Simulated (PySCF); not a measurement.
# UMP2/STO-6G run of BNH3 (SMILES B[NH])

What is the energy change on altering one bond length of BNH3 at UMP2/STO-6G? Input form: a Python script.

Program for the calculation: PySCF 2.14.0.

9 further runs of the same task are left out: 9 set aside as unsound or not needed.

## 1. Starting point

BNH3: 5 atoms, total charge 0, spin state doublet. As SMILES, `B[NH]`. Geometry: relaxed at PBE0-D4/def2-TZVP.

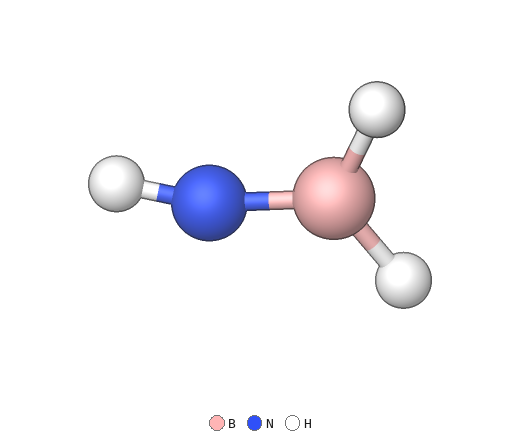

Viewed from a chosen angle; boron pink, nitrogen blue, hydrogen white.

## 2. The energy at UMP2/STO-6G

job.py

```python
# B[NH]
from pyscf import gto, scf, mp

molecule = gto.Mole()
molecule.atom = '''
B     -0.310800    -0.370100    -0.091600
N      0.531200     0.655200    -0.019800
H     -0.414800    -1.107400     0.862500
H     -0.964100    -0.573100    -1.081900
H      1.208400     1.321700     0.289300
'''
molecule.basis = 'sto-6g'
molecule.max_memory = 1860
molecule.spin = 1
molecule.verbose = 3
molecule.build()

myscf = scf.UHF(molecule)
myscf.conv_tol = 1e-10
myscf.kernel()
if not myscf.converged:
    myscf = myscf.newton().run(myscf.mo_coeff, myscf.mo_occ)

pt = mp.MP2(myscf, frozen=2).run()
e_final = pt.e_tot
print('E = %.10f Eh' % e_final)
```

Command:

```
$ OMP_NUM_THREADS=1 python job.py
```

Output:

```text
converged SCF energy = -80.598336930386  <S^2> = 0.77951692  2S+1 = 2.0293023
E(UMP2) = -80.673845945429  E_corr = -0.0755090150429784
E(SCS-UMP2) = -80.6797440857515  E_corr = -0.0814071553654512
E = -80.6738459454 Eh
```

Wall time 0.68 s (1 thread of AMD EPYC 9R14 (Zen 4), shared host); peak memory 0.12 GiB.

## 3. The distorted shape

calc.py

```python
from pyscf import gto, scf, mp

system = gto.Mole()
system.atom = [
    ('B', (-0.258799, -0.001446, -0.568656)),
    ('N', (0.583201, 1.023854, -0.496856)),
    ('H', (-0.414800, -1.107400, 0.862500)),
    ('H', (-0.912099, -0.204446, -1.558956)),
    ('H', (1.260401, 1.690354, -0.187756)),
]
system.basis = 'sto-6g'
system.verbose = 3
system.max_memory = 1860
system.spin = 1
system.charge = 0
system.build()

mf = scf.UHF(system)
mf.conv_tol = 1e-10
mf.kernel()
if not mf.converged:
    mf = mf.newton().run(mf.mo_coeff, mf.mo_occ)

pt = mp.MP2(mf, frozen=2).run()
e_final = pt.e_tot
print(f'total energy: {e_final:.8f} hartree')
```

Command:

```
$ OMP_NUM_THREADS=1 python calc.py
```

Output:

```text
converged SCF energy = -80.4942179880184  <S^2> = 1.0761349  2S+1 = 2.3031586
E(UMP2) = -80.5769488756224  E_corr = -0.0827308876040112
E(SCS-UMP2) = -80.5804589060176  E_corr = -0.0862409179992036
total energy: -80.57694888 hartree
```

It took 0.66 s on 1 thread of AMD EPYC 9R14 (Zen 4), shared host; peak memory 0.12 GiB.

## 4. Summary of results

Level: UMP2/STO-6G, 2 core orbitals frozen.

```
                                                                   quantity         value
                                                  first shape: total energy  -80.67385 Eh
                          first shape: dipole moment (Hartree–Fock density)        1.82 D
    first shape: HOMO energy (Hartree–Fock orbitals) (highest over α and β)      -9.69 eV
     first shape: LUMO energy (Hartree–Fock orbitals) (lowest over α and β)       7.05 eV
                   first shape: correlation energy (2 core orbitals frozen)     -75.5 mEh
                             first shape: ⟨S²⟩ of the reference determinant         0.780
                                              distorted shape: total energy  -80.57695 Eh
                      distorted shape: dipole moment (Hartree–Fock density)        1.61 D
distorted shape: HOMO energy (Hartree–Fock orbitals) (highest over α and β)      -9.10 eV
 distorted shape: LUMO energy (Hartree–Fock orbitals) (lowest over α and β)       6.44 eV
               distorted shape: correlation energy (2 core orbitals frozen)     -82.7 mEh
                         distorted shape: ⟨S²⟩ of the reference determinant         1.076
          energy change with the B1–H3 bond stretched from 1.210 to 1.815 Å      2.637 eV
```

With the B1–H3 bond stretched from 1.210 to 1.815 Å the energy rises by 2.64 eV (254 kJ/mol). The first shape isn't relaxed at this level, so the change isn't measured from a minimum. The minimal basis adds a large error of its own. ⟨S²⟩ (distorted shape) is 1.08 where a pure doublet has 0.75: the reference is spin-contaminated.
